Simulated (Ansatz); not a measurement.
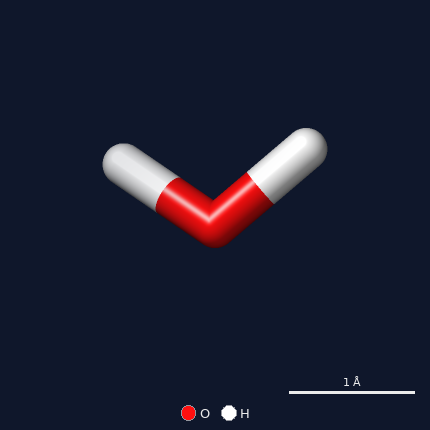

Rendered structure (stick style).

The geometry was computed by an optimisation with PBE0-D4/def2-TZVP.

> What is the molecular formula?

H₂O, 3 atoms: 2 hydrogen and 1 oxygen.

> Count the bonded pairs by element.

2 O–H. Sticks follow a distance rule.

> Which point group does it belong to?

C2v.

More results for the same structure follow; atom numbers are the same in all pictures, views and colours differ.

Shape

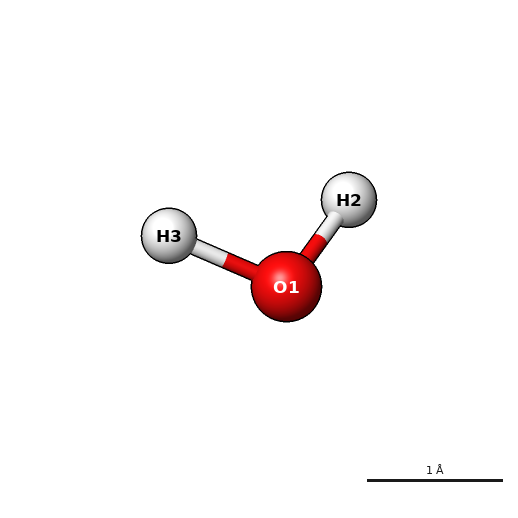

Atoms carry their numbers in the input.

> How are the neighbours of atom 1 arranged?

O1 has 2 neighbours (H2 at 0.96, H3 at 0.96 Å); the arrangement is bent.

Electronic properties

Properties computed with RKS PBE0-D4/def2-TZVPP (Ansatz 0.2.0).

> Give the HOMO energy (Kohn–Sham orbital) at this level.

−8.90 eV.

> What is the HOMO–LUMO gap?

9.75 eV.

Charges

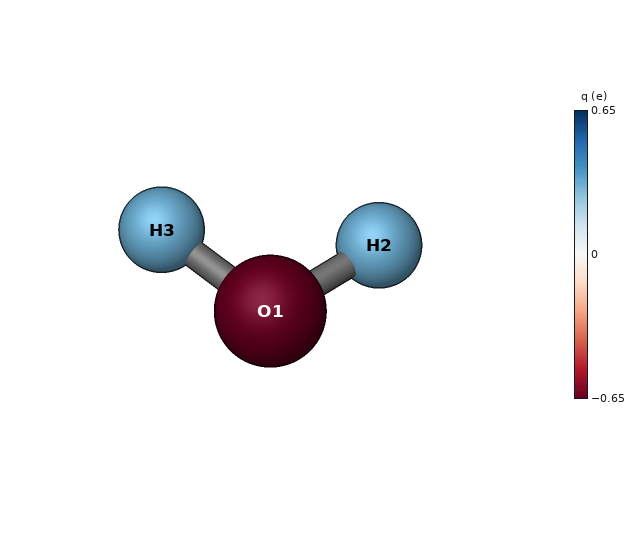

Atoms are coloured by their Mulliken charges. Properties computed with RKS PBE0-D4/def2-TZVP (Ansatz 0.2.0).

List the Mulliken charges.

| atom | value (e) |
| --- | --- |
| O1 | −0.65 |
| H2 | 0.32 |
| H3 | 0.32 |

Dipole moment

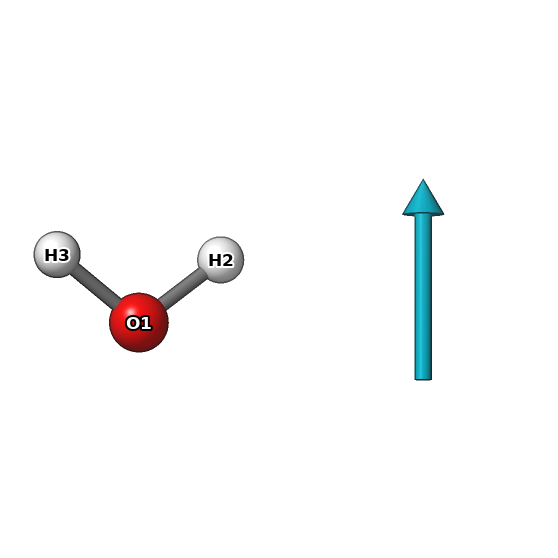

The arrow beside the molecule shows the direction of the dipole moment, from the negative to the positive end (its length means nothing). Level of theory: RKS PBE0-D4/def2-TZVP (Ansatz 0.2.0).

> Estimate the dipole moment.

2.07 D; it points from the side of O1 to the side of H2, H3 (the outermost atoms at the two ends).

Mulliken values depend strongly on the basis set and can even reverse the polarity of a bond.
